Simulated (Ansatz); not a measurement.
# Ag wire along [110], 4 atoms a period: bands by functional and under strain

What gap, if any, does the Ag wire along [110], 4 atoms a period have, and how does it change with the functional and under strain?

Calculated with Ansatz 0.2.0; DFT PBE, plane waves, PAW; relaxation of a wire's period, in the first sound run; inputs show where later runs differ.

### 1. The structure

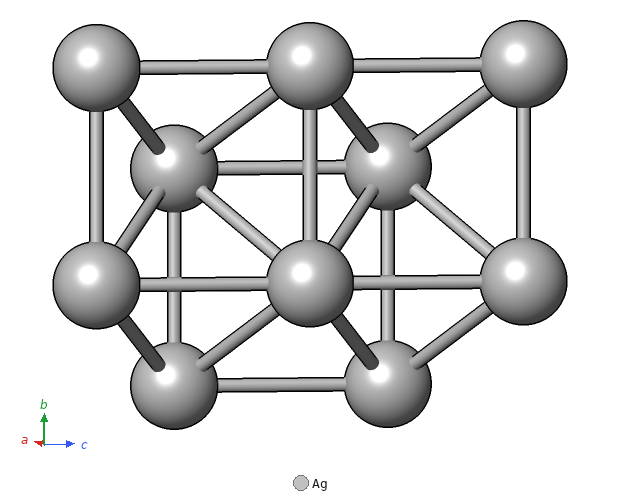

Start, viewed from the side, with the c axis across the page; silver light grey. 1×1×2 cells are drawn. Some periodic images of atoms are drawn too.

The cell holds 4 atoms: 4 Ag. Cell: a = 8.875 Å, b = 11.202 Å, c = 2.934 Å, α = 90.0°, β = 90.0°, γ = 90.0°. Vacuum lies along a and b. The structure's axis is c.

### 2. Relaxing the period

Band widths follow the bond lengths, so the wire is relaxed first. The atoms and the third cell vector are free; the box across stays fixed as vacuum. A Fermi-Dirac smearing is set since the result may be a metal. The pressure printed is a third of the stress's trace over the whole box, vacuum included; only the stress along the axis is relaxed.

input.yaml reads:

```yaml
crystal:
  lattice:
    - [8.875, 0.0, 0.0]
    - [0.0, 11.202, 0.0]
    - [0.0, 0.0, 2.9344931419]
  atoms:
    - { symbol: Ag, position: [0.383098592, 0.696459535, 0.0] }
    - { symbol: Ag, position: [0.383098592, 0.434497998, 0.0] }
    - { symbol: Ag, position: [0.616901408, 0.303517229, 0.5] }
    - { symbol: Ag, position: [0.616901408, 0.565478766, 0.5] }
kpoints:
  mp_grid: { grid: [1, 1, 28] }
scf:
  occupations: { method: fermi_dirac, width: 0.05 }
hamiltonian:
  xc: pbe
relax:
  cell: { fix: [a, b, alpha, beta, gamma] }
  max_steps: 60
```

Command:

```
> ansatz run input.yaml --threads 8 --pin off --max-ram 16384MiB --backend cpu --events-out ev --progress --plain --runs-dir out
```

Numbers of over 12 decimals in the logs are rounded to 6 here.

The program printed:

```text
Engine: ansatz 0.2.0, aarch64-unknown-linux-gnu
Pseudopotentials: kind: paw
Pseudopotential: Ag, paw, valence charge 19, recommended cutoff 420 eV (normal), Ag.paw.azcp
Functional definition: PBE
  parameter kappa = 0.804
  parameter beta = 0.066725
  exchange = pbe_x(kappa = kappa, mu = beta*pi^2/3)
  correlation = pbe_c(beta = beta)
Crystal: 4 atoms, lattice volume = 291.741 Å³
Basis set: ecut = 420 eV, 5649 PW (Γ), exchange–correlation on 120×150×40 points (8 copies of the dense FFT grid, shifted against one another)
Bands: 46, of which v1, the nominal top of the filled ones, is band 38 counted from 1 (37 counted from 0)
Symmetry: 4 space group operations
Space group: P21/m (ITA 11), of the structure as read, at distance tolerance 6.6e-5 Å
k-points: 15 of 28
Non-local potential: Ag, projectors of the file, l = 0: 3, l = 1: 2, l = 2: 2, l = 3: 1
PAW form: soft (Blöchl's): semilocal exchange-correlation on the pseudo side does not see the compensation charge
PAW one-centre angular grid: Ag, 590 points (default); XC on 64 Gauss nodes
Initial density: superposition of atomic densities (neutral atoms: chi_scale 0, normalization atom), corrected by the library's trained network
Initial wavefunctions: pseudopotential atomic-orbital guess
Functional: x = pbe(κ = 0.804, μ = 0.219515), c = pbe(β = 0.066725)
SCF iter   1: F=—  HF=-30358.987532 eV  |F-HF|=—  |Δ(HF+E_count)|=         —  Δρ=1.59e-3  dr2=2.60e-2  ethr=1.77e-3  ⟨swp⟩=7.1  Hψ=2843  notcnv=0  defer=4
preconditioner: auto → LDOS  [metal: Δε(μ)=0.076 eV  Ē_g=7.157 eV  σ=0.050 eV  W_gap=0.34  n_scr=34 (ndim 8)  ℏωp=14.4 eV  f_vac=0.624  D(μ)=1.97/eV (n_scr^D=8)  β→1.0]
SCF iter   2: F=—  HF=-30358.987921 eV  |F-HF|=—  |Δ(HF+E_count)|=   3.89e-4  Δρ=1.57e-3  dr2=9.55e-3  ethr=3.42e-5  ⟨swp⟩=2.7  Hψ=1250  notcnv=0  defer=20
SCF iter   3: F=—  HF=-30358.986458 eV  |F-HF|=—  |Δ(HF+E_count)|=   1.46e-3  Δρ=7.97e-4  dr2=2.58e-3  ethr=1.26e-5  ⟨swp⟩=2.0  Hψ=1280  notcnv=0  defer=20
SCF iter   4: F=—  HF=-30358.985902 eV  |F-HF|=—  |Δ(HF+E_count)|=   5.56e-4  Δρ=1.85e-4  dr2=3.76e-4  ethr=3.39e-6  ⟨swp⟩=2.0  Hψ=1045  notcnv=0  defer=20
SCF iter   5: F=—  HF=-30358.985829 eV  |F-HF|=—  |Δ(HF+E_count)|=   7.32e-5  Δρ=7.69e-5  dr2=2.44e-5  ethr=4.95e-7  ⟨swp⟩=2.0  Hψ=1053  notcnv=0  defer=20
SCF iter   6: F=—  HF=-30358.985606 eV  |F-HF|=—  |Δ(HF+E_count)|=   2.22e-4  Δρ=1.63e-5  dr2=1.43e-6  ethr=3.21e-8  ⟨swp⟩=2.0  Hψ=1011  notcnv=0  defer=20
SCF iter   7: F=—  HF=-30358.985607 eV  |F-HF|=—  |Δ(HF+E_count)|=   8.98e-7  Δρ=8.26e-6  dr2=4.62e-7  ethr=1.88e-9  ⟨swp⟩=2.0  Hψ=1004  notcnv=0  defer=20
SCF iter   8: F=-30358.985607 eV  HF=-30358.985607 eV  |F-HF|=2.11e-8  |Δ(HF+E_count)|=   6.72e-9  Δρ=4.62e-6  dr2=7.95e-8  ethr=1.32e-10  ⟨swp⟩=3.0  Hψ=2705  notcnv=0
SCF 1 converged in 8 iterations: F = -30358.985607 eV  dr2 = 7.95e-8
  greatest PAW one-centre occupation: 1.000 electrons in one spin orbital (limit 2), on the Ag atom at site 3 (counted from 0), in its partial waves of l = 0
relax step   1: F+E_penalty+E_count = -30358.98560727 eV  Δ(F+E_penalty+E_count) = +0.000e0 eV  max|allowed force component| = 4.701e-1 eV/Å  Δτ_max = 0.0000 Å  P = -1.353 GPa  Ω = 291.741 Å³  fix = [a, b, alpha, beta, gamma]  reactions: a -0.588, b -1.144 GPa; gamma -0.450 GPa/rad  (8 SCF iters, dr2 threshold 1.00e-7 eV, accepted)
Crystal: 4 atoms, lattice volume = 279.925 Å³
Basis set: ecut = 420 eV, 5493 PW (Γ), exchange–correlation on 120×150×40 points (8 copies of the dense FFT grid, shifted against one another)
Initial density: handed on by an earlier stage of this run
Initial wavefunctions: those handed on with the density
iter 1 solved again at ethr=6.50e-5 eV; its pass at ethr=3.10e-3 eV (dr2=4.94e-2 eV) is discarded
SCF iter   1: F=—  HF=-30359.188748 eV  |F-HF|=—  |Δ(HF+E_count)|=         —  Δρ=3.97e-3  dr2=5.03e-2  ethr=6.50e-5  ⟨swp⟩=2.1  Hψ=3399  notcnv=0
preconditioner: auto → LDOS  [insulator: Δε(μ)=0.180 eV  Ē_g=7.442 eV  σ=0.050 eV  W_gap=0.60  n_scr=32 (ndim 8)  ℏωp=14.7 eV  f_vac=0.635  D(μ)=1.40/eV (n_scr^D=8)  ε∞_Penn≈4.9  β→1.0]
SCF iter   2: F=—  HF=-30359.202891 eV  |F-HF|=—  |Δ(HF+E_count)|=   1.41e-2  Δρ=6.05e-3  dr2=9.08e-2  ethr=6.50e-5  ⟨swp⟩=2.3  Hψ=1403  notcnv=0
SCF iter   3: F=—  HF=-30359.176961 eV  |F-HF|=—  |Δ(HF+E_count)|=   2.59e-2  Δρ=1.27e-3  dr2=3.95e-3  ethr=6.50e-5  ⟨swp⟩=2.0  Hψ=1226  notcnv=0  defer=18
SCF iter   4: F=—  HF=-30359.176019 eV  |F-HF|=—  |Δ(HF+E_count)|=   9.42e-4  Δρ=2.99e-4  dr2=2.27e-4  ethr=5.19e-6  ⟨swp⟩=2.3  Hψ=1131  notcnv=0  defer=18
SCF iter   5: F=—  HF=-30359.175835 eV  |F-HF|=—  |Δ(HF+E_count)|=   1.84e-4  Δρ=8.60e-5  dr2=2.29e-5  ethr=2.99e-7  ⟨swp⟩=2.1  Hψ=1179  notcnv=0  defer=18
SCF iter   6: F=—  HF=-30359.175834 eV  |F-HF|=—  |Δ(HF+E_count)|=   1.26e-6  Δρ=2.21e-5  dr2=2.50e-6  ethr=3.01e-8  ⟨swp⟩=2.0  Hψ=1003  notcnv=0  defer=18
SCF iter   7: F=-30359.175835 eV  HF=-30359.175835 eV  |F-HF|=1.26e-7  |Δ(HF+E_count)|=   1.12e-6  Δρ=8.35e-6  dr2=2.37e-7  ethr=5.26e-10  ⟨swp⟩=5.0  Hψ=2476  notcnv=0
SCF 2 converged in 7 iterations: F = -30359.175835 eV  dr2 = 2.37e-7
relax step   2: F+E_penalty+E_count = -30359.17583522 eV  Δ(F+E_penalty+E_count) = -1.902e-1 eV  max|allowed force component| = 2.248e-1 eV/Å  Δτ_max = 0.1558 Å  P = +0.171 GPa  Ω = 279.925 Å³  energy of the carried Pulay correction = +1.328e-3 eV  fix = [a, b, alpha, beta, gamma]  reactions: a +0.524, b +0.303 GPa; gamma -0.003 GPa/rad  (7 SCF iters, dr2 threshold 4.00e-7 eV, accepted)
Crystal: 4 atoms, lattice volume = 276.559 Å³
Basis set: ecut = 420 eV, 5469 PW (Γ), exchange–correlation on 120×150×40 points (8 copies of the dense FFT grid, shifted against one another)
iter 1 solved again at ethr=4.30e-6 eV; its pass at ethr=3.10e-3 eV (dr2=3.27e-3 eV) is discarded
SCF iter   1: F=—  HF=-30359.193115 eV  |F-HF|=—  |Δ(HF+E_count)|=         —  Δρ=1.17e-3  dr2=3.61e-3  ethr=4.30e-6  ⟨swp⟩=2.1  Hψ=3351  notcnv=0
preconditioner: auto → LDOS  [insulator: Δε(μ)=0.214 eV  Ē_g=7.516 eV  σ=0.050 eV  W_gap=0.65  n_scr=40 (ndim 8)  ℏωp=14.8 eV  f_vac=0.632  D(μ)=1.39/eV (n_scr^D=8)  ε∞_Penn≈4.9  β→1.0]
SCF iter   2: F=—  HF=-30359.194113 eV  |F-HF|=—  |Δ(HF+E_count)|=   9.99e-4  Δρ=1.37e-3  dr2=6.17e-3  ethr=4.30e-6  ⟨swp⟩=2.1  Hψ=1311  notcnv=0
SCF iter   3: F=—  HF=-30359.192332 eV  |F-HF|=—  |Δ(HF+E_count)|=   1.78e-3  Δρ=1.90e-4  dr2=1.13e-4  ethr=4.30e-6  ⟨swp⟩=2.0  Hψ=1093  notcnv=0
SCF iter   4: F=—  HF=-30359.192232 eV  |F-HF|=—  |Δ(HF+E_count)|=   1.00e-4  Δρ=1.11e-4  dr2=3.67e-5  ethr=1.49e-7  ⟨swp⟩=2.0  Hψ=1022  notcnv=0
SCF iter   5: F=—  HF=-30359.192224 eV  |F-HF|=—  |Δ(HF+E_count)|=   8.22e-6  Δρ=2.69e-5  dr2=2.92e-6  ethr=4.83e-8  ⟨swp⟩=2.0  Hψ=1022  notcnv=0
SCF iter   6: F=—  HF=-30359.192223 eV  |F-HF|=—  |Δ(HF+E_count)|=   3.34e-7  Δρ=7.50e-6  dr2=4.29e-7  ethr=3.85e-9  ⟨swp⟩=2.1  Hψ=1024  notcnv=0
SCF iter   7: F=-30359.192224 eV  HF=-30359.192224 eV  |F-HF|=1.24e-9  |Δ(HF+E_count)|=   7.54e-8  Δρ=2.70e-6  dr2=4.02e-8  ethr=5.26e-10  ⟨swp⟩=4.0  Hψ=2137  notcnv=0
SCF 3 converged in 7 iterations: F = -30359.192224 eV  dr2 = 4.02e-8
relax step   3: F+E_penalty+E_count = -30359.19222350 eV  Δ(F+E_penalty+E_count) = -1.639e-2 eV  max|allowed force component| = 2.047e-2 eV/Å  Δτ_max = 0.0559 Å  P = +0.110 GPa  Ω = 276.559 Å³  energy of the carried Pulay correction = +1.723e-3 eV  fix = [a, b, alpha, beta, gamma]  reactions: a +0.218, b +0.048 GPa; gamma +0.002 GPa/rad  (7 SCF iters, dr2 threshold 4.00e-7 eV, accepted)
[...]
relax step   4: F+E_penalty+E_count = -30359.19244305 eV  Δ(F+E_penalty+E_count) = -2.195e-4 eV  max|allowed force component| = 6.080e-3 eV/Å  Δτ_max = 0.0076 Å  P = +0.079 GPa  Ω = 276.802 Å³  energy of the carried Pulay correction = +1.694e-3 eV  fix = [a, b, alpha, beta, gamma]  reactions: a +0.185, b +0.048 GPa; gamma -0.008 GPa/rad  (6 SCF iters, dr2 threshold 2.62e-8 eV, accepted)
[...]
relax step   5: F+E_penalty+E_count = -30359.19262466 eV  Δ(F+E_penalty+E_count) = -1.816e-4 eV  max|allowed force component| = 5.109e-3 eV/Å  Δτ_max = 0.0199 Å  P = +0.078 GPa  Ω = 276.841 Å³  energy of the carried Pulay correction = +1.690e-3 eV  fix = [a, b, alpha, beta, gamma]  reactions: a +0.178, b +0.063 GPa; gamma -0.005 GPa/rad  (10 SCF iters, accepted)
[...]
relax step   6: F+E_penalty+E_count = -30359.19297097 eV  Δ(F+E_penalty+E_count) = -3.463e-4 eV  max|allowed force component| = 1.817e-2 eV/Å  Δτ_max = 0.0638 Å  P = +0.056 GPa  Ω = 276.931 Å³  energy of the carried Pulay correction = +1.679e-3 eV  fix = [a, b, alpha, beta, gamma]  reactions: a +0.153, b +0.047 GPa; gamma -0.007 GPa/rad  (10 SCF iters, accepted)
[...]
relax step   7: F+E_penalty+E_count = -30359.19321962 eV  Δ(F+E_penalty+E_count) = -2.487e-4 eV  max|allowed force component| = 2.214e-2 eV/Å  Δτ_max = 0.0652 Å  P = +0.049 GPa  Ω = 276.905 Å³  energy of the carried Pulay correction = +1.682e-3 eV  fix = [a, b, alpha, beta, gamma]  reactions: a +0.146, b +0.030 GPa; gamma -0.008 GPa/rad  (7 SCF iters, dr2 threshold 2.06e-8 eV, accepted)
[...]
relax step   8: F+E_penalty+E_count = -30359.19341912 eV  Δ(F+E_penalty+E_count) = -1.995e-4 eV  max|allowed force component| = 7.138e-3 eV/Å  Δτ_max = 0.0330 Å  P = +0.072 GPa  Ω = 276.841 Å³  energy of the carried Pulay correction = +1.690e-3 eV  fix = [a, b, alpha, beta, gamma]  reactions: a +0.175, b +0.042 GPa; gamma -0.002 GPa/rad  (7 SCF iters, dr2 threshold 3.06e-8 eV, accepted)
[...]
relax step   9: F+E_penalty+E_count = -30359.19346598 eV  Δ(F+E_penalty+E_count) = -4.687e-5 eV  max|allowed force component| = 2.325e-3 eV/Å  Δτ_max = 0.0267 Å  P = +0.075 GPa  Ω = 276.869 Å³  energy of the carried Pulay correction = +1.686e-3 eV  fix = [a, b, alpha, beta, gamma]  reactions: a +0.181, b +0.050 GPa; gamma -0.008 GPa/rad  (10 SCF iters, accepted)
Initial wavefunctions: pseudopotential atomic-orbital guess (no wavefunctions were taken with the density)
iter 1 solved again at ethr=4.01e-7 eV; its pass at ethr=3.10e-3 eV (dr2=3.05e-4 eV) is discarded
SCF iter   1: F=—  HF=-30359.191774 eV  |F-HF|=—  |Δ(HF+E_count)|=         —  Δρ=9.60e-5  dr2=3.97e-6  ethr=4.01e-7  ⟨swp⟩=3.0  Hψ=4677  notcnv=0
preconditioner: auto → LDOS  [insulator: Δε(μ)=0.255 eV  Ē_g=7.503 eV  σ=0.050 eV  W_gap=0.74  n_scr=40 (ndim 8)  ℏωp=14.8 eV  f_vac=0.632  D(μ)=1.32/eV (n_scr^D=8)  ε∞_Penn≈4.9  β→1.0]
SCF iter   2: F=—  HF=-30359.191601 eV  |F-HF|=—  |Δ(HF+E_count)|=   1.73e-4  Δρ=4.50e-5  dr2=3.97e-6  ethr=5.23e-9  ⟨swp⟩=2.1  Hψ=1267  notcnv=0
SCF iter   3: F=—  HF=-30359.191600 eV  |F-HF|=—  |Δ(HF+E_count)|=   9.91e-7  Δρ=2.20e-5  dr2=1.09e-6  ethr=5.22e-9  ⟨swp⟩=2.0  Hψ=1262  notcnv=0
SCF iter   4: F=—  HF=-30359.191600 eV  |F-HF|=—  |Δ(HF+E_count)|=   2.62e-7  Δρ=6.37e-6  dr2=8.94e-8  ethr=1.43e-9  ⟨swp⟩=2.0  Hψ=981  notcnv=0
SCF iter   5: F=—  HF=-30359.191600 eV  |F-HF|=—  |Δ(HF+E_count)|=   2.07e-8  Δρ=1.45e-6  dr2=5.09e-9  ethr=1.18e-10  ⟨swp⟩=2.0  Hψ=1017  notcnv=0
SCF iter   6: F=—  HF=-30359.191600 eV  |F-HF|=—  |Δ(HF+E_count)|=   1.30e-9  Δρ=1.74e-7  dr2=6.69e-11  ethr=6.70e-12  ⟨swp⟩=2.3  Hψ=1118  notcnv=0
SCF iter   7: F=-30359.191600 eV  HF=-30359.191600 eV  |F-HF|=1.46e-11  |Δ(HF+E_count)|=  1.46e-11  Δρ=3.94e-8  dr2=5.52e-12  ethr=1.00e-12  ⟨swp⟩=5.0  Hψ=2412  notcnv=0
SCF 10 converged in 7 iterations: F = -30359.191600 eV  dr2 = 5.52e-12
relax step  10: F+E_penalty+E_count = -30359.19159969 eV  Δ(F+E_penalty+E_count) = +1.866e-3 eV  max|allowed force component| = 2.261e-3 eV/Å  Δτ_max = 0.0000 Å  P = +0.077 GPa  Ω = 276.869 Å³  fix = [a, b, alpha, beta, gamma]  reactions: a +0.182, b +0.051 GPa; gamma -0.007 GPa/rad  stress off target by 3.52e-3 GPa on what of the cell is left free  SCF on the basis re-selected at this cell (its energy is not comparable with the rows above)  (7 SCF iters)
basis re-selected at this cell: Δ(F+E_penalty+E_count) = +1.866e-3 eV, ΔP = +0.001 GPa vs the last step (what re-selecting the basis moved, of the pressure what is left beyond the Pulay correction that the steps carried, after the strain that the cell walked since its last selection, with what the two solves' SCF thresholds leave and, on support functions, any second-order correction that the steps lacked; it is no m [...]
SCF converged after 7 iterations
Free energy (F): -30359.191600 eV
Harris-Foulkes:  -30359.191600 eV  (|F-HF|=1.46e-11)
Internal energy: -30359.180272 eV  (E = F + TS)
E sigma→0 (E₀):  -30359.185936 eV
Entropy (-TS):   -0.011327 eV (-2.832 meV/atom)
Fermi energy:    1.231800 eV
--- Per-component energies (eV) ---
  E_band       = -2130.173063
  E_kinetic    = 2110.834840
  E_local      = -32614.383757  (includes V_loc(G=0)·N_el)
  E_nonlocal   = 323.534287
  E_hartree    = 15318.713848
  E_xc         = -734.916715
  E_vxc        = -932.917273  (∫ρ·V_xc dr)
  E_paw        = -15612.857594  (= ΣΔE_a)
  E_vpaw       = -1654.670271  (= ΣTr[D̂ρ^β])
  E_aug_tail   = 0.001227  (compensation charges beyond the density's cutoff)
  E_ewald      = 849.893590
  E_smearing   = -0.011327  (= −TS)
  E_closure    = 0.000000  (closes the sum)
  Σ components = -30359.191600   (vs F -30359.191600, Δ=0.00e0)
--- Forces (eV/Å), atoms counted from 1 ---
  atom   1  Ag     0.00163031    -0.00110772     0.00000000
  atom   2  Ag     0.00226139    -0.00033324     0.00000000
  atom   3  Ag    -0.00163031     0.00110772    -0.00000000
  atom   4  Ag    -0.00226139     0.00033324    -0.00000000
  max |Σ_I F_I| component: 1.63e-19 eV/Å
--- Stress (GPa, compression-positive) ---
        0.181683       0.007347       0.000000
        0.007347       0.051345       0.000000
        0.000000       0.000000      -0.003521
  P = ⅓ Tr σ = 0.0765 GPa (0.765 kbar)
--- Relaxed structure (9 steps of the walk, 9 accepted, 1 SCFs on fresh bases) ---
  F+E_penalty+E_count = -30359.19159969 eV   max|allowed force component| = 2.261e-3 eV/Å   (the final SCF, on the basis selected at the relaxed cell)
  cell:  # Å, volume = 276.8688 Å³
    - [8.875, 0, 0]
    - [0, 11.202, 0]
    - [0, 0, 2.784903]
  atoms:
    - { symbol: Ag, position: [0.369807, 0.673135, 4.462792528733009e-18] }
    - { symbol: Ag, position: [0.384172, 0.425746, -3.6037879588368505e-19] }
    - { symbol: Ag, position: [0.630193, 0.326841, 0.5] }
    - { symbol: Ag, position: [0.615828, 0.574230, 0.5] }
```

It took 13 s on 8 threads of Arm Neoverse V2, shared host; peak memory 0.87 GiB; 92 s of CPU time.

Relaxation path:

| step | energy less that of the first step (eV) | largest force component (eV/Å) | pressure (GPa) | volume (Å³) |
| --- | --- | --- | --- | --- |
| 1 | 0.0000 | 0.4701 | -1.35 | 291.74 |
| 2 | -0.1902 | 0.2248 | 0.17 | 279.93 |
| 3 | -0.2066 | 0.0205 | 0.11 | 276.56 |
| 4 | -0.2068 | 0.0061 | 0.08 | 276.80 |
| 5 | -0.2070 | 0.0051 | 0.08 | 276.84 |
| 6 | -0.2074 | 0.0182 | 0.06 | 276.93 |
| 7 | -0.2076 | 0.0221 | 0.05 | 276.90 |
| 8 | -0.2078 | 0.0071 | 0.07 | 276.84 |
| 9 | -0.2079 | 0.0023 | 0.08 | 276.87 |
| 10* | -0.2060 | 0.0023 | 0.08 | 276.87 |

Relaxation steps marked * repeat the geometry before them on a plane-wave basis chosen anew for their cell, so energy and pressure can jump there.

The run keeps the 4 symmetry operations that it works with, so distortions that break them were not tested.

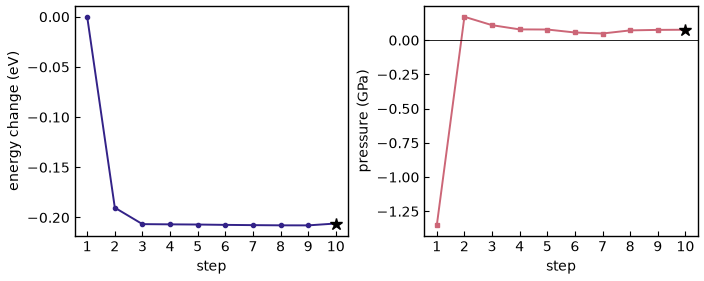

Energy and pressure along the relaxation. Stars mark steps on a basis chosen anew.

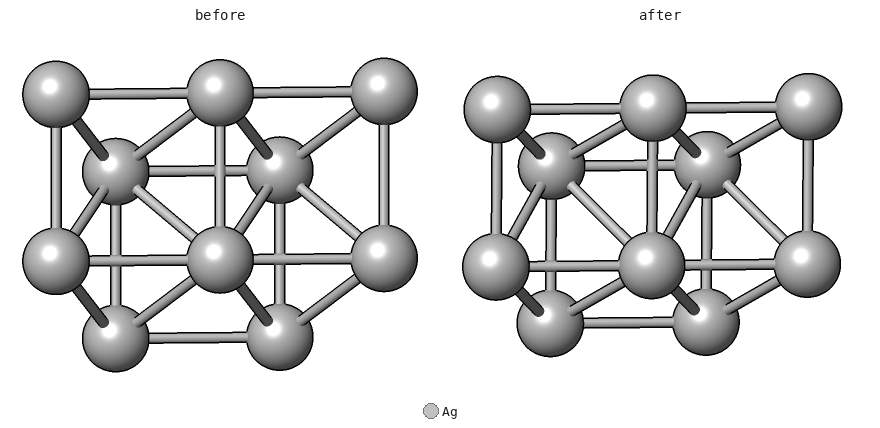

Before and after, at one scale.

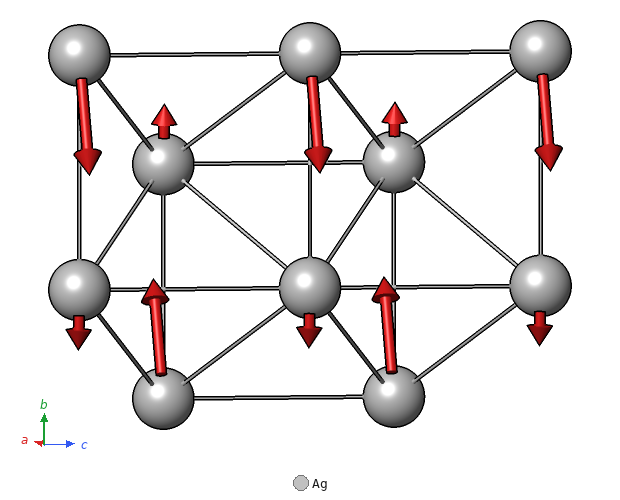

Displacements in the relaxation, exaggerated, measured against the changing cell; the longest in the cell stands for 0.29 Å. 1×1×2 cells are drawn. Some periodic images of atoms are drawn too.

```csv
cell as run,before,after,change
c (Å),2.934,2.785,-5.1 %
```

The atoms that moved most (Å, along periodic axes as changes of fractional coordinates times the final cell, across vacuum about the mean position):

```csv
atom,dx,dy,dz,length
Ag3,0.118,0.261,0.000,0.287
Ag1,-0.118,-0.261,0.000,0.287
Ag2,0.010,-0.098,0.000,0.098
Ag4,-0.010,0.098,0.000,0.098
```

The relaxed structure:

```xyz
4
Lattice="8.8750 0.0000 0.0000 0.0000 11.2020 0.0000 0.0000 0.0000 2.7849" Properties=species:S:1:pos:R:3
Ag    3.2820    7.5405    0.0000
Ag    3.4095    4.7692    0.0000
Ag    5.5930    3.6613    1.3925
Ag    5.4655    6.4325    1.3925
```

Numbers from this step:

```yaml
energy_at_zero_smearing: -30359.1859 eV
cell_length_along_the_wire: 2.785 Å
```

The cell's length comes to 2.785 Å with spin left out.

(Continued in part 2 of 3.)

[Logs are printed without paths, hosts, clocks, repeated set-up lines and the standing remarks that a program may print on its own settings, such as how far it seeks lower states.]

[Hosts, paths, dates, database ids (printed as entryN), source tags and the programs' standing remarks are cut or masked in the printed files.]
